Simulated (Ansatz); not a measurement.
# GaH$_{3}$···HF: what the fields show

Input

```
crystal:
  periodic: [false, false, false]
  atoms:
    - { symbol: Ga, position_ang: [-0.002364, 0.240071, -0.071025] }
    - { symbol: H, position_ang: [0.005215, 0.241513, 1.50857] }
    - { symbol: H, position_ang: [1.381679, 0.311846, -0.818507] }
    - { symbol: H, position_ang: [-1.396801, 0.254221, -0.80265] }
    - { symbol: F, position_ang: [0.077975, -2.357095, 1.191933] }
    - { symbol: H, position_ang: [0.062696, -1.602456, 1.743979] }
basis:
  gaussian: { orbitals: def2-SVP }
hamiltonian:
  xc: pbe
  dispersion: d4
relax:
  f_tol: 0.03
  max_steps: 50
output:
  orbitals: {}
```

Run with:

```sh
ansatz run input.yaml --threads 1 --pin off --max-ram 2048MiB --backend cpu --events-out ev --progress --plain --runs-dir out
```

The fields are those of the run's last geometry, not of the input's.

The calculation used Ansatz, RKS PBE-D4/def2-SVP.

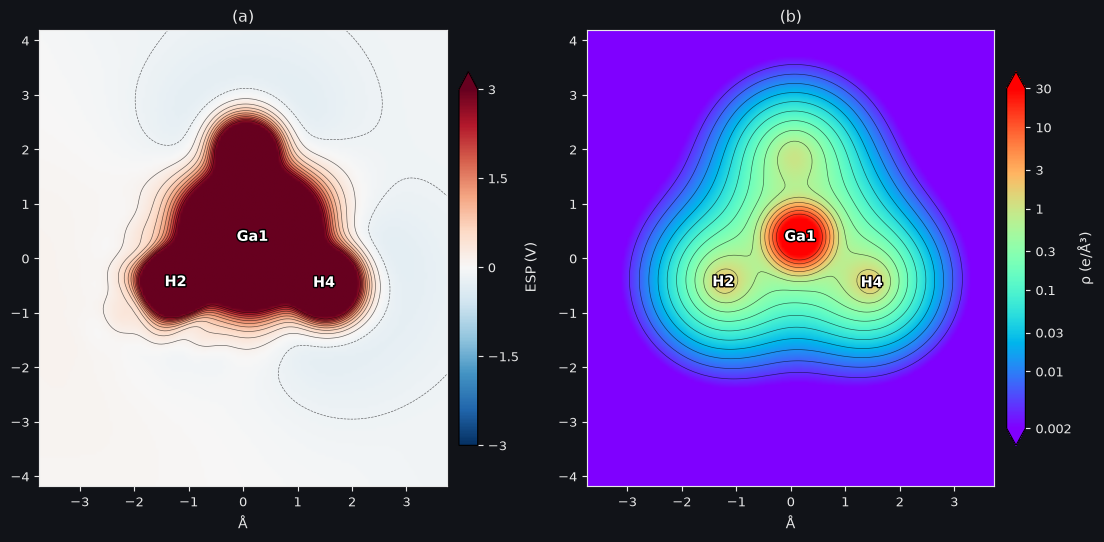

Figure 1. (a) molecular electrostatic potential; (b) electron density on the plane of atoms H2, Ga1 and H4.

### What do the fields say about this system?

- The plane passes through Ga and H nuclei.
- Ga–H (1.57 Å): ρ is about 0.96 e/Å³ halfway.
- The potential has no marked negative region in this plane.

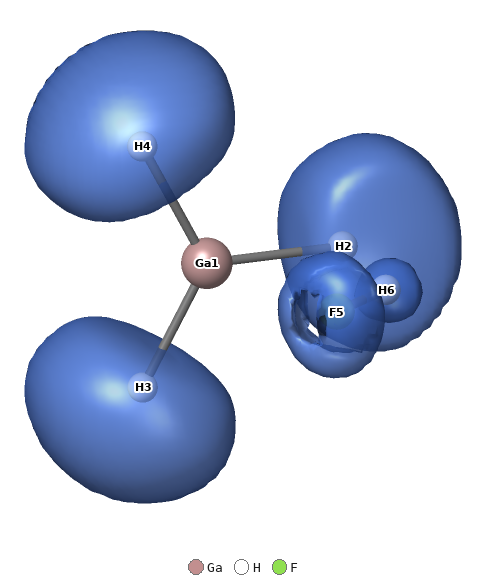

Figure 2. Isosurface of the electron localisation function at 0.85 (blue), seen at an oblique angle. Only the valence region is drawn (cores and ρ < 0.01 e/Å³ removed).

### Where are the electrons localised?

At this value the surface marks out four regions around hydrogen nuclei and one region wrapped around F (its valence shell).


Ga1···F5 (2.29 Å): the ELF is about 0.10 at the midpoint. F–H (0.96 Å): the ELF climbs to about 1 towards the hydrogen, as it does in any bond to H; an ordinary covalent bond to hydrogen.

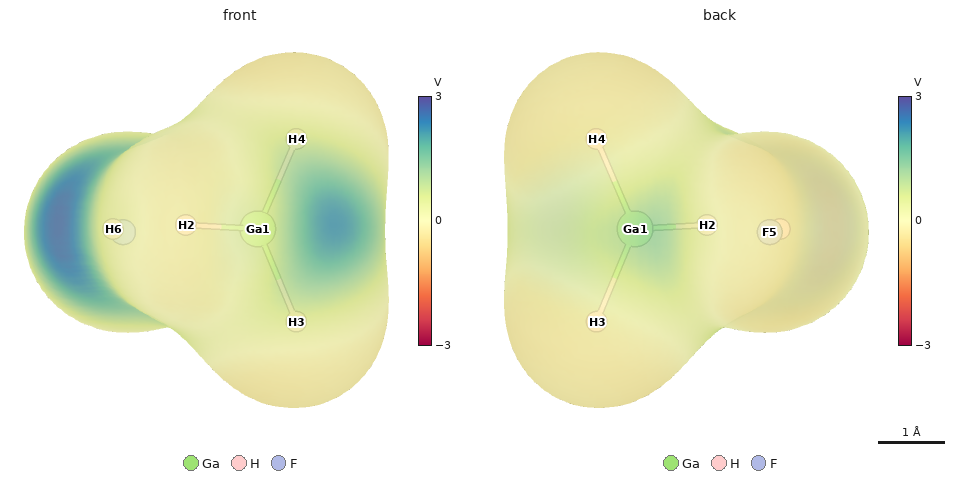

Figure 3. The electrostatic potential painted on the density surface at 0.002 e/bohr³, seen from the front and from behind; red is negative and blue positive.

### Which sites attract a positive test charge, and which a negative one?

A positive charge is drawn to the negative regions and a negative charge to the positive ones. The most negative region (about −0.4 V, or −9 kcal/mol for a unit charge) lies over F5, the most positive (about +2.6 V, or +60 kcal/mol for a unit charge) over H6.
